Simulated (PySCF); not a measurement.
```yaml
atoms:
  - { symbol: C, position_ang: [-1.0741, 1.1872, 0.4834] }
  - { symbol: C, position_ang: [-0.6917, -0.0049, 0.0281] }
  - { symbol: B, position_ang: [-1.7502, -1.2002, -0.0793] }
  - { symbol: F, position_ang: [-1.7253, -1.9644, -1.1108] }
  - { symbol: C, position_ang: [0.6549, -0.3624, -0.5074] }
  - { symbol: C, position_ang: [1.8153, 0.3337, 0.1567] }
  - { symbol: H, position_ang: [-1.9808, 1.3484, 1.0453] }
  - { symbol: H, position_ang: [-0.5140, 2.0878, 0.2556] }
  - { symbol: H, position_ang: [-2.5095, -1.3790, 0.7952] }
  - { symbol: H, position_ang: [0.5898, -0.1154, -1.5820] }
  - { symbol: H, position_ang: [0.8276, -1.4458, -0.5062] }
  - { symbol: H, position_ang: [1.6914, 1.4163, 0.1352] }
  - { symbol: H, position_ang: [1.9247, 0.0491, 1.2047] }
  - { symbol: H, position_ang: [2.7414, 0.0491, -0.3406] }
```

Geometry: GFN2-xTB.

Computed with UKS B3LYP, pcH-1 on B C F H, non-relativistic, mean-field spin-orbit, GIAO (PySCF 2.14.0, density-fitted response routines).

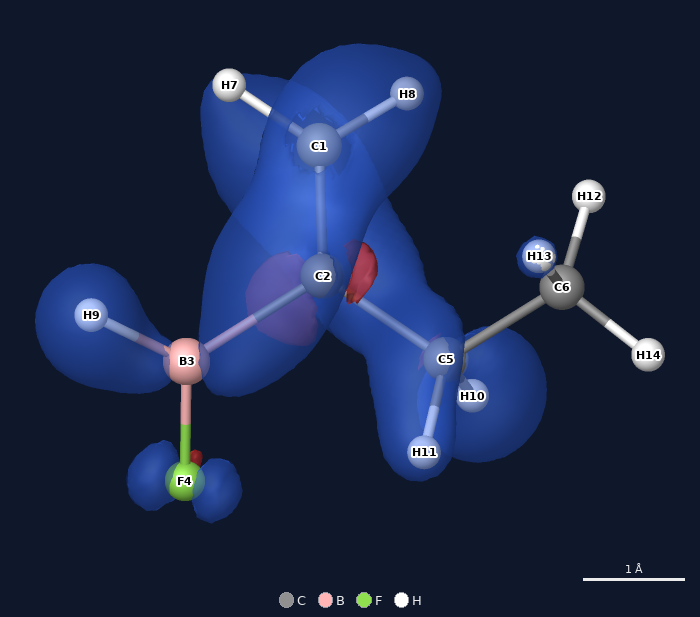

C4H8BF (SMILES [CH2+][C](BF)CC) (charge +1, doublet). Isosurfaces of the spin density at +0.02 (blue) and −0.02 e/Å³ (red), seen at an oblique angle.

Q: Where is the unpaired spin?

A: The unpaired spin (1 electron) lies mostly on C1 (about 0.3), C2 (about 0.3) and C5 (about 0.1), in electrons by Hirshfeld's partition.
